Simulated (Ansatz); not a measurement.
# Ag2BiRuO4, from a guessed structure to a relaxed one

This structure for Ag2BiRuO4 is made up. Its elements were placed in a known structure type with a cell scaled to their sizes. What cell does the guess relax to, and how far off was it?

Main program and level: Ansatz 0.2.0; DFT, PBE, plane-wave PAW, files of the set soft_1, scalar-relativistic, no spin, cell and ions relaxed at zero pressure; PAW set soft_1, in the first sound run; inputs show where later runs differ.

## 1. The starting structure

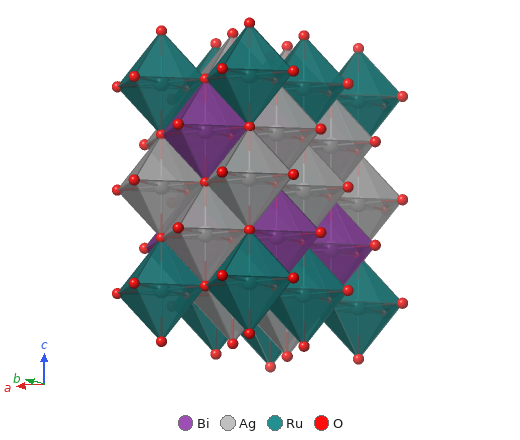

The cell as given, from a free direction (bismuth purple, silver light grey, ruthenium teal, oxygen red). 1×2×1 cells are drawn. This picture shows the conventional cell, with its axes. Some periodic images of atoms are drawn too.

## 2. Relaxing cell and atoms

The guessed cell has no reason to be at equilibrium. It is relaxed with the atoms, within the space group of the guess.

input.yaml

```yaml
crystal:
  lattice:
    - [-2.3295, 2.3295, 4.7005]
    - [2.3295, -2.3295, 4.7005]
    - [2.3295, 2.3295, -4.7005]
  atoms:
    - { symbol: Bi, position: [0.75, 0.25, 0.5] }
    - { symbol: Ag, position: [0.25, 0.75, 0.5] }
    - { symbol: Ag, position: [0.5, 0.5, 0.0] }
    - { symbol: Ru, position: [0.0, 0.0, 0.0] }
    - { symbol: O, position: [0.7495, 0.7495, 0.0] }
    - { symbol: O, position: [0.9998, 0.4998, 0.5] }
    - { symbol: O, position: [0.2505, 0.2505, 0.0] }
    - { symbol: O, position: [0.5002, 0.0002, 0.5] }
kpoints:
  mp_grid: { grid: [8, 8, 8] }
scf:
  occupations: { method: fermi_dirac, width: 0.05 }
hamiltonian:
  xc: pbe
  pseudopotentials: { kind: paw, azcp: { folder: soft_1 } }
relax:
  f_tol: 0.015
  max_steps: 70
  cell: {}
output:
  forces: true
  stress: true
```

Run with:

```
$ ansatz run input.yaml --threads 4 --pin off --max-ram 10240MiB --backend cpu --events-out ev --progress --plain --runs-dir out
```

Numbers of over 12 decimals in the logs are rounded to 6 here.

The program printed:

```text
Engine: ansatz 0.2.0, aarch64-unknown-linux-gnu
Pseudopotentials: kind: paw
Pseudopotential: Bi, paw, valence charge 15, recommended cutoff 420 eV (normal), soft_1/Bi.paw.azcp
Pseudopotential: Ag, paw, valence charge 19, recommended cutoff 420 eV (normal), soft_1/Ag.paw.azcp
Pseudopotential: Ru, paw, valence charge 16, recommended cutoff 420 eV (normal), soft_1/Ru.paw.azcp
Pseudopotential: O, paw, valence charge 6, recommended cutoff 420 eV (normal), soft_1/O.paw.azcp
Functional definition: PBE
  parameter kappa = 0.804
  parameter beta = 0.066725
  exchange = pbe_x(kappa = kappa, mu = beta*pi^2/3)
  correlation = pbe_c(beta = beta)
Crystal: 8 atoms, lattice volume = 102.030 Å³
Basis set: ecut = 420 eV, 1999 PW (Γ), exchange–correlation on 80×80×80 points (8 copies of the dense FFT grid, shifted against one another)
Bands: 56, of which v1, the nominal top of the filled ones, is band 47 counted from 1 (46 counted from 0)
Symmetry: 8 space group operations
Space group: I-4m2 (ITA 119), of the structure as read, at distance tolerance 4.7e-5 Å
k-points: 59 of 512 (time reversal used)
Non-local potential: Bi, projectors of the file, l = 0: 2, l = 1: 2, l = 2: 2, l = 3: 1
Non-local potential: Ag, projectors of the file, l = 0: 3, l = 1: 2, l = 2: 2, l = 3: 1
Non-local potential: Ru, projectors of the file, l = 0: 3, l = 1: 2, l = 2: 2, l = 3: 1
Non-local potential: O, projectors of the file, l = 0: 2, l = 1: 2, l = 2: 1
PAW form: soft (Blöchl's): semilocal exchange-correlation on the pseudo side does not see the compensation charge
PAW one-centre angular grid: Bi, 590 points (default); XC on 64 Gauss nodes
PAW one-centre angular grid: Ag, 590 points (default); XC on 64 Gauss nodes
PAW one-centre angular grid: Ru, 590 points (default); XC on 64 Gauss nodes
PAW one-centre angular grid: O, 110 points (default); XC on 64 Gauss nodes
Initial density: superposition of atomic densities (chi_scale 0.1, normalization cell, long waves kept (reshape's long-wave potential 0.02 eV rms))
Initial wavefunctions: pseudopotential atomic-orbital guess
Functional: x = pbe(κ = 0.804, μ = 0.219515), c = pbe(β = 0.066725)
SCF iter   1: F=—  HF=-35721.619070 eV  |F-HF|=—  |Δ(HF+E_count)|=         —  Δρ=9.24e-2  dr2=8.62e0  ethr=3.10e-3  ⟨swp⟩=6.0  Hψ=11157  notcnv=0  defer=2
preconditioner: auto → Kerker (q_TF=auto, 2.686 Å⁻¹)  [metal: Δε(μ)=0.020 eV  Ē_g=12.864 eV  σ=0.050 eV  W_gap=0.10  n_scr=32 (ndim 8)  ℏωp=30.5 eV  f_vac=0.000  D(μ)=6.43/eV (n_scr^D=68)]
SCF iter   2: F=—  HF=-35720.138180 eV  |F-HF|=—  |Δ(HF+E_count)|=    1.48e0  Δρ=4.02e-2  dr2=1.69e0  ethr=3.10e-3  ⟨swp⟩=2.2  Hψ=5625  notcnv=0  defer=143
SCF iter   3: F=—  HF=-35720.037367 eV  |F-HF|=—  |Δ(HF+E_count)|=   1.01e-1  Δρ=1.93e-2  dr2=3.93e-1  ethr=1.82e-3  ⟨swp⟩=2.0  Hψ=4195  notcnv=0  defer=143
SCF iter   4: F=—  HF=-35720.029907 eV  |F-HF|=—  |Δ(HF+E_count)|=   7.46e-3  Δρ=1.06e-2  dr2=2.27e-1  ethr=4.23e-4  ⟨swp⟩=2.0  Hψ=3753  notcnv=0  defer=143
SCF iter   5: F=—  HF=-35720.017620 eV  |F-HF|=—  |Δ(HF+E_count)|=   1.23e-2  Δρ=6.17e-3  dr2=8.40e-2  ethr=2.44e-4  ⟨swp⟩=1.8  Hψ=3880  notcnv=0  defer=143
SCF iter   6: F=—  HF=-35720.009521 eV  |F-HF|=—  |Δ(HF+E_count)|=   8.10e-3  Δρ=2.76e-3  dr2=1.55e-2  ethr=9.03e-5  ⟨swp⟩=1.1  Hψ=3164  notcnv=0  defer=143
SCF iter   7: F=—  HF=-35720.007856 eV  |F-HF|=—  |Δ(HF+E_count)|=   1.66e-3  Δρ=3.98e-4  dr2=2.40e-4  ethr=1.67e-5  ⟨swp⟩=1.0  Hψ=3174  notcnv=0  defer=143
SCF iter   8: F=—  HF=-35720.007847 eV  |F-HF|=—  |Δ(HF+E_count)|=   9.09e-6  Δρ=1.78e-4  dr2=5.17e-5  ethr=2.58e-7  ⟨swp⟩=2.2  Hψ=4574  notcnv=0  defer=143
SCF iter   9: F=—  HF=-35720.007875 eV  |F-HF|=—  |Δ(HF+E_count)|=   2.82e-5  Δρ=6.96e-5  dr2=7.31e-6  ethr=5.56e-8  ⟨swp⟩=2.1  Hψ=3817  notcnv=0  defer=143
SCF iter  10: F=—  HF=-35720.007875 eV  |F-HF|=—  |Δ(HF+E_count)|=   5.21e-7  Δρ=1.98e-5  dr2=6.50e-7  ethr=7.86e-9  ⟨swp⟩=1.6  Hψ=4071  notcnv=0  defer=143
SCF iter  11: F=-35720.007875 eV  HF=-35720.007875 eV  |F-HF|=2.11e-8  |Δ(HF+E_count)|=   2.74e-8  Δρ=5.06e-6  dr2=3.26e-8  ethr=1.08e-10  ⟨swp⟩=2.3  Hψ=11813  notcnv=0
SCF 1 converged in 11 iterations: F = -35720.007875 eV  dr2 = 3.26e-8
  greatest PAW one-centre occupation: 1.001 electrons in one spin orbital (limit 2), on the Ag atom at site 2 (counted from 0), in its partial waves of l = 0
relax step   1: F+E_penalty+E_count = -35720.00787456 eV  Δ(F+E_penalty+E_count) = +0.000e0 eV  max|allowed force component| = 1.795e0 eV/Å  Δτ_max = 0.0000 Å  P = +8.086 GPa  Ω = 102.030 Å³  (11 SCF iters, dr2 threshold 1.00e-7 eV, accepted)
Crystal: 8 atoms, lattice volume = 108.953 Å³
Basis set: ecut = 420 eV, 2105 PW (Γ), exchange–correlation on 80×80×80 points (8 copies of the dense FFT grid, shifted against one another)
Initial density: handed on by an earlier stage of this run
Initial wavefunctions: those handed on with the density
iter 1 solved again at ethr=5.08e-4 eV; its pass at ethr=3.10e-3 eV (dr2=4.73e-1 eV) is discarded
SCF iter   1: F=—  HF=-35720.746663 eV  |F-HF|=—  |Δ(HF+E_count)|=         —  Δρ=1.91e-2  dr2=4.74e-1  ethr=5.08e-4  ⟨swp⟩=1.9  Hψ=13879  notcnv=0
preconditioner: auto → Kerker (q_TF=auto, 2.657 Å⁻¹)  [metal: Δε(μ)=0.002 eV  Ē_g=12.011 eV  σ=0.050 eV  W_gap=0.01  n_scr=36 (ndim 8)  ℏωp=29.6 eV  f_vac=0.000  D(μ)=7.29/eV (n_scr^D=68)]
SCF iter   2: F=—  HF=-35720.715384 eV  |F-HF|=—  |Δ(HF+E_count)|=   3.13e-2  Δρ=8.31e-3  dr2=9.66e-2  ethr=5.08e-4  ⟨swp⟩=1.4  Hψ=3325  notcnv=0
SCF iter   3: F=—  HF=-35720.710499 eV  |F-HF|=—  |Δ(HF+E_count)|=   4.89e-3  Δρ=1.68e-3  dr2=2.49e-3  ethr=1.04e-4  ⟨swp⟩=1.3  Hψ=3345  notcnv=0
SCF iter   4: F=—  HF=-35720.710615 eV  |F-HF|=—  |Δ(HF+E_count)|=   1.17e-4  Δρ=5.04e-4  dr2=3.61e-4  ethr=2.67e-6  ⟨swp⟩=2.3  Hψ=5149  notcnv=0
SCF iter   5: F=—  HF=-35720.710609 eV  |F-HF|=—  |Δ(HF+E_count)|=   6.62e-6  Δρ=1.71e-4  dr2=5.23e-5  ethr=3.88e-7  ⟨swp⟩=1.2  Hψ=3742  notcnv=0
SCF iter   6: F=—  HF=-35720.710602 eV  |F-HF|=—  |Δ(HF+E_count)|=   7.09e-6  Δρ=6.74e-5  dr2=6.37e-6  ethr=5.62e-8  ⟨swp⟩=2.6  Hψ=5766  notcnv=0
SCF iter   7: F=—  HF=-35720.710601 eV  |F-HF|=—  |Δ(HF+E_count)|=   7.57e-7  Δρ=2.43e-5  dr2=8.36e-7  ethr=8.60e-10  ⟨swp⟩=4.0  Hψ=10694  notcnv=0
SCF iter   8: F=-35720.710601 eV  HF=-35720.710601 eV  |F-HF|=3.82e-8  |Δ(HF+E_count)|=   1.21e-7  Δρ=7.46e-6  dr2=7.54e-8  ethr=8.60e-10  ⟨swp⟩=3.8  Hψ=9439  notcnv=0
SCF 2 converged in 8 iterations: F = -35720.710601 eV  dr2 = 7.54e-8
[...]
relax step   7: F+E_penalty+E_count = -35721.69162812 eV  Δ(F+E_penalty+E_count) = -3.790e-4 eV  max|allowed force component| = 1.215e-2 eV/Å  Δτ_max = 0.0036 Å  P = -0.027 GPa  Ω = 111.242 Å³  energy of the carried Pulay correction = -1.729e-2 eV  (6 SCF iters, dr2 threshold 2.37e-7 eV, accepted)
relax step   8: F+E_penalty+E_count = -35721.69167598 eV  Δ(F+E_penalty+E_count) = -4.786e-5 eV  max|allowed force component| = 3.022e-3 eV/Å  Δτ_max = 0.0018 Å  P = +0.007 GPa  Ω = 111.230 Å³  energy of the carried Pulay correction = -1.727e-2 eV  (6 SCF iters, dr2 threshold 1.93e-8 eV, accepted)
relax step   9: F+E_penalty+E_count = -35721.77125871 eV  Δ(F+E_penalty+E_count) = -7.958e-2 eV  max|allowed force component| = 1.487e-2 eV/Å  Δτ_max = 0.0000 Å  P = +0.960 GPa  Ω = 111.230 Å³  stress off target by 2.29e0 GPa  SCF on the basis re-selected at this cell (its energy is not comparable with the rows above)  (8 SCF iters)
relax step  10: F+E_penalty+E_count = -35721.78240806 eV  Δ(F+E_penalty+E_count) = -1.115e-2 eV  max|allowed force component| = 1.353e-2 eV/Å  Δτ_max = 0.0228 Å  P = +0.133 GPa  Ω = 112.228 Å³  energy of the carried Pulay correction = -2.240e-3 eV  (6 SCF iters, dr2 threshold 8.00e-7 eV, accepted)
relax step  11: F+E_penalty+E_count = -35721.78295644 eV  Δ(F+E_penalty+E_count) = -5.484e-4 eV  max|allowed force component| = 1.277e-2 eV/Å  Δτ_max = 0.0070 Å  P = -0.005 GPa  Ω = 112.397 Å³  energy of the carried Pulay correction = -2.695e-3 eV  (6 SCF iters, dr2 threshold 8.00e-7 eV, accepted)
relax step  12: F+E_penalty+E_count = -35721.78638681 eV  Δ(F+E_penalty+E_count) = -3.430e-3 eV  max|allowed force component| = 1.259e-2 eV/Å  Δτ_max = 0.0000 Å  P = +0.011 GPa  Ω = 112.397 Å³  stress off target by 8.22e-2 GPa  SCF on the basis re-selected at this cell (its energy is not comparable with the rows above)  (7 SCF iters)
relax step  13: F+E_penalty+E_count = -35721.78636457 eV  Δ(F+E_penalty+E_count) = +2.224e-5 eV  max|allowed force component| = 7.916e-4 eV/Å  Δτ_max = 0.0032 Å  P = +0.009 GPa  Ω = 112.446 Å³  energy of the carried Pulay correction = -1.198e-4 eV  (6 SCF iters, dr2 threshold 1.69e-8 eV, accepted)
iter 1 solved again at ethr=1.33e-7 eV; its pass at ethr=3.10e-3 eV (dr2=1.23e-4 eV) is discarded
SCF iter   1: F=—  HF=-35721.786293 eV  |F-HF|=—  |Δ(HF+E_count)|=         —  Δρ=3.06e-5  dr2=4.14e-8  ethr=1.33e-7  ⟨swp⟩=3.0  Hψ=19970  notcnv=0
eigensolver tolerance schedule: the retry pair's looser diagonalisation over-reported the residual by 2981.16 of it (diagonalisation noise at 0.15 of the residual, at the tolerance the schedule requests for it); recorded, not acted on — ethr = c·dr2/N_el stays at c = 1.0e-1
SCF iter   2: F=—  HF=-35721.786426 eV  |F-HF|=—  |Δ(HF+E_count)|=   1.33e-4  Δρ=1.56e-5  dr2=9.66e-9  ethr=4.45e-11  ⟨swp⟩=2.9  Hψ=6910  notcnv=0
SCF iter   3: F=—  HF=-35721.786429 eV  |F-HF|=—  |Δ(HF+E_count)|=   2.29e-6  Δρ=4.47e-6  dr2=1.18e-9  ethr=1.04e-11  ⟨swp⟩=2.0  Hψ=4558  notcnv=0
SCF iter   4: F=—  HF=-35721.786429 eV  |F-HF|=—  |Δ(HF+E_count)|=   2.02e-7  Δρ=2.51e-7  dr2=1.56e-10  ethr=1.27e-12  ⟨swp⟩=2.0  Hψ=4911  notcnv=0
iter 5 did not close the SCF: its close was put off for the readings that it lacked (scf_convergence_deferred on its scf_iter line)
SCF iter   5: F=-35721.786429 eV  HF=-35721.786429 eV  |F-HF|=2.18e-11  |Δ(HF+E_count)|=    0.00e0  Δρ=1.29e-7  dr2=3.88e-11  ethr=1.00e-12  ⟨swp⟩=1.0  Hψ=3304  notcnv=0
iter 6 did not close the SCF: its close was put off for the readings that it lacked (scf_convergence_deferred on its scf_iter line)
SCF iter   6: F=-35721.786429 eV  HF=-35721.786429 eV  |F-HF|=7.28e-12  |Δ(HF+E_count)|=  7.28e-12  Δρ=4.04e-8  dr2=2.24e-12  ethr=1.00e-12  ⟨swp⟩=1.0  Hψ=3304  notcnv=0
iter 7 did not close the SCF: its close was put off for the readings that it lacked (scf_convergence_deferred on its scf_iter line)
SCF iter   7: F=-35721.786429 eV  HF=-35721.786429 eV  |F-HF|=7.28e-12  |Δ(HF+E_count)|=  1.46e-11  Δρ=1.10e-8  dr2=1.36e-13  ethr=1.00e-12  ⟨swp⟩=1.0  Hψ=3304  notcnv=0
iter 8 did not close the SCF: its close was put off for the readings that it lacked (scf_convergence_deferred on its scf_iter line)
SCF iter   8: F=-35721.786429 eV  HF=-35721.786429 eV  |F-HF|=0.00e0  |Δ(HF+E_count)|=  7.28e-12  Δρ=3.93e-9  dr2=2.36e-14  ethr=1.00e-12  ⟨swp⟩=1.0  Hψ=3304  notcnv=0
SCF iter   9: F=-35721.786429 eV  HF=-35721.786429 eV  |F-HF|=7.28e-12  |Δ(HF+E_count)|=  7.28e-12  Δρ=1.45e-9  dr2=2.13e-15  ethr=1.00e-12  ⟨swp⟩=1.0  Hψ=6844  notcnv=0
SCF 14 converged in 9 iterations: F = -35721.786429 eV  dr2 = 2.13e-15
relax step  14: F+E_penalty+E_count = -35721.78642877 eV  Δ(F+E_penalty+E_count) = -6.419e-5 eV  max|allowed force component| = 7.272e-4 eV/Å  Δτ_max = 0.0000 Å  P = +0.010 GPa  Ω = 112.446 Å³  stress off target by 1.35e-2 GPa  SCF on the basis re-selected at this cell (its energy is not comparable with the rows above)  (9 SCF iters)
basis re-selected at this cell: Δ(F+E_penalty+E_count) = -6.419e-5 eV, ΔP = +0.001 GPa vs the last step (what re-selecting the basis moved, of the pressure what is left beyond the Pulay correction that the steps carried, after the strain that the cell walked since its last selection, with what the two solves' SCF thresholds leave and, on support functions, any second-order correction that the steps lacked; it is no m [...]
SCF converged after 9 iterations
Free energy (F): -35721.786429 eV
Harris-Foulkes:  -35721.786429 eV  (|F-HF|=7.28e-12)
Internal energy: -35721.740075 eV  (E = F + TS)
E sigma→0 (E₀):  -35721.763252 eV
Entropy (-TS):   -0.046354 eV (-5.794 meV/atom)
Fermi energy:    13.059296 eV
--- Per-component energies (eV) ---
  E_band       = -786.975736
  E_kinetic    = 2313.072771
  E_local      = -8800.864317  (includes V_loc(G=0)·N_el)
  E_nonlocal   = 1102.505300
  E_hartree    = 3728.493995
  E_xc         = -920.992688
  E_vxc        = -1106.774236  (∫ρ·V_xc dr)
  E_paw        = -22725.081863  (= ΣΔE_a)
  E_vpaw       = -1751.908137  (= ΣTr[D̂ρ^β])
  E_aug_tail   = 0.004893  (compensation charges beyond the density's cutoff)
  E_ewald      = -10418.878165
  E_smearing   = -0.046354  (= −TS)
  E_closure    = -0.000000  (closes the sum)
  Σ components = -35721.786429   (vs F -35721.786429, Δ=0.00e0)
--- Forces (eV/Å), atoms counted from 1 ---
  atom   1  Bi    -0.00000000     0.00000000    -0.00000000
  atom   2  Ag    -0.00000000    -0.00000000     0.00000000
  atom   3  Ag     0.00000000     0.00000000     0.00000000
  atom   4  Ru    -0.00000000     0.00000000     0.00000000
  atom   5  O      0.00000000    -0.00000000    -0.00072719
  atom   6  O      0.00000000     0.00000000     0.00067420
  atom   7  O      0.00000000     0.00000000     0.00072719
  atom   8  O      0.00000000     0.00000000    -0.00067420
  max |Σ_I F_I| component: 4.86e-17 eV/Å
--- Stress (GPa, compression-positive) ---
        0.008176       0.000000       0.000000
        0.000000       0.008176      -0.000000
        0.000000      -0.000000       0.013498
  P = ⅓ Tr σ = 0.0100 GPa (0.100 kbar)
--- Relaxed structure (11 steps of the walk, 11 accepted, 3 SCFs on fresh bases) ---
  F+E_penalty+E_count = -35721.78642877 eV   max|allowed force component| = 7.272e-4 eV/Å   (the final SCF, on the basis selected at the relaxed cell)
  cell:  # Å, volume = 112.4463 Å³
    - [-2.283667, 2.283667, 5.390382]
    - [2.283667, -2.283667, 5.390382]
    - [2.283667, 2.283667, -5.390382]
  atoms:
    - { symbol: Bi, position: [0.750000, 0.250000, 0.500000] }
    - { symbol: Ag, position: [0.250000, 0.750000, 0.500000] }
    - { symbol: Ag, position: [0.5, 0.5, 0] }
    - { symbol: Ru, position: [-1.098502892556582e-18, -1.098502892556581e-18, 0] }
    - { symbol: O, position: [0.814324, 0.814324, 0] }
    - { symbol: O, position: [0.973597, 0.473597, 0.500000] }
    - { symbol: O, position: [0.185676, 0.185676, 0] }
    - { symbol: O, position: [0.526403, 0.026403, 0.500000] }
```

The job ended after 2.2 min (4 threads of Arm Neoverse V1, shared host; peak memory 0.67 GiB).

This run has no spin polarisation although its electron count is odd.

Relaxation path:

```
step  energy less that of the first step (eV)  largest force component (eV/Å)  pressure (GPa)  volume (Å³)
   1                                   0.0000                          1.7949            8.09       102.03
   2                                  -0.7027                          1.5757           -1.72       108.95
   3                                  -1.2412                          0.7847            0.52       108.69
   4                                  -1.4512                          0.9536            2.64       110.24
   5                                  -1.6632                          0.1725           -0.89       111.83
   6                                  -1.6834                          0.0239           -0.08       111.29
   7                                  -1.6838                          0.0122           -0.03       111.24
   8                                  -1.6838                          0.0030            0.01       111.23
  9*                                  -1.7634                          0.0149            0.96       111.23
  10                                  -1.7745                          0.0135            0.13       112.23
  11                                  -1.7751                          0.0128           -0.01       112.40
 12*                                  -1.7785                          0.0126            0.01       112.40
  13                                  -1.7785                          0.0008            0.01       112.45
 14*                                  -1.7786                          0.0007            0.01       112.45
```

Relaxation steps marked * repeat the geometry before them on a plane-wave basis chosen anew for their cell, so energy and pressure can jump there.

Forces are held to the 8 operations that the run works with; a distortion that breaks them can't arise in this run.

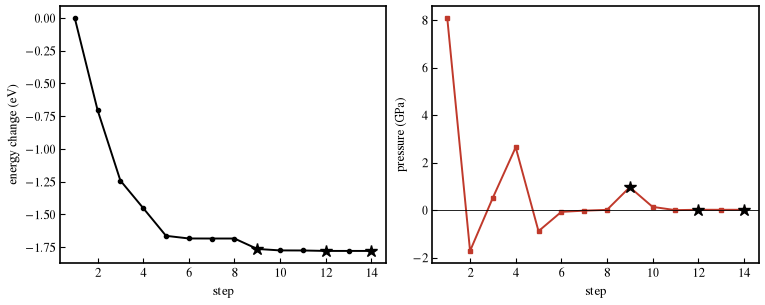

Energy and pressure along the relaxation. Stars mark steps on a basis chosen anew.

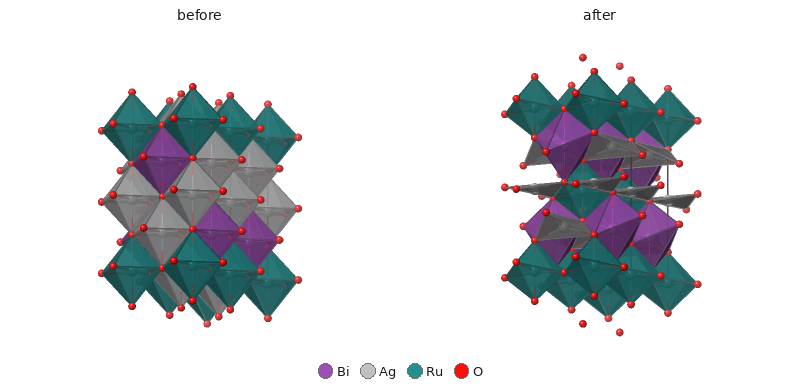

Before and after, at one scale. Bonds to atoms that aren't drawn are left out.

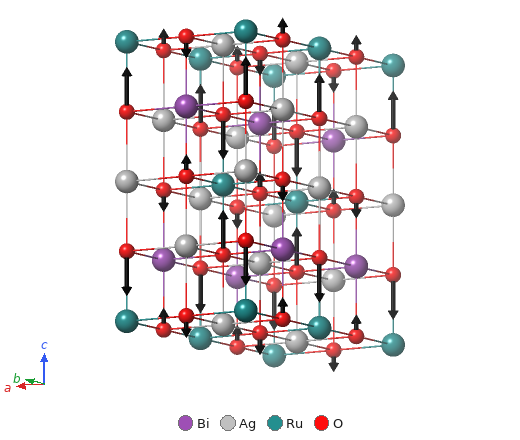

Displacements in the relaxation, exaggerated, measured against the changing cell; the longest in the cell stands for 0.70 Å. 1×2×1 conventional cells are drawn. Some periodic images of atoms are drawn too.

```
     cell as run  before   after   change
           a (Å)   5.740   6.284   +9.5 %
           b (Å)   5.740   6.284   +9.5 %
           c (Å)   5.740   6.284   +9.5 %
           α (°)  132.11  137.38   +4.0 %
           β (°)  132.11  137.38   +4.0 %
           γ (°)   70.05   61.86  -11.7 %
volume (Å³/atom)   12.75   14.06  +10.2 %
```

The atoms that moved most (Å, as changes of fractional coordinates times the final cell):

```csv
atom,dx,dy,dz,length
O5,0.000,0.000,0.699,0.699
O7,0.000,0.000,-0.699,0.699
O8,0.000,0.000,0.282,0.282
O6,0.000,0.000,-0.282,0.282
```

The relaxed structure:

```cif
data_structure
_symmetry_space_group_name_H-M 'P 1'
_symmetry_Int_Tables_number 1
_cell_length_a 6.2838
_cell_length_b 6.2838
_cell_length_c 6.2838
_cell_angle_alpha 137.379
_cell_angle_beta 137.379
_cell_angle_gamma 61.855
_cell_volume 112.45
loop_
_atom_site_label
_atom_site_type_symbol
_atom_site_fract_x
_atom_site_fract_y
_atom_site_fract_z
_atom_site_occupancy
Bi1 Bi 0.75000 0.25000 0.50000 1
Ag2 Ag 0.25000 0.75000 0.50000 1
Ag3 Ag 0.50000 0.50000 0.00000 1
Ru4 Ru 0.00000 0.00000 0.00000 1
O5 O 0.81432 0.81432 0.00000 1
O6 O 0.97360 0.47360 0.50000 1
O7 O 0.18568 0.18568 0.00000 1
O8 O 0.52640 0.02640 0.50000 1
```

This step gave:

```
free energy             : -35721.7864 eV
energy at zero smearing : -35721.7633 eV
smearing term TS        : 0.04635 eV
Fermi energy            : 13.06 eV
electrons               : 93
symmetry operations     : 8
pressure                : 0.009950 GPa
```

Shortest distances by pair of elements, guess and relaxed (not always the same contact):

```
 pair  guess (Å)  relaxed (Å)
 O–Ru      2.330        2.002
 Ag–O      2.330        2.301
 Bi–O      2.330        2.387
  O–O      3.294        2.857
Ag–Bi      3.294        3.230
```

The relaxation ends with a largest force component of 7.3e-4 eV/Å and a pressure of 0.01 GPa.

(Continued in part 2 of 2.)

[Logs are printed without paths, hosts, clocks, repeated set-up lines and the standing remarks that a program may print on its own settings, such as how far it seeks lower states.]

[Hosts, paths, dates, database ids (printed as entryN), source tags and the programs' standing remarks are cut or masked in the printed files.]
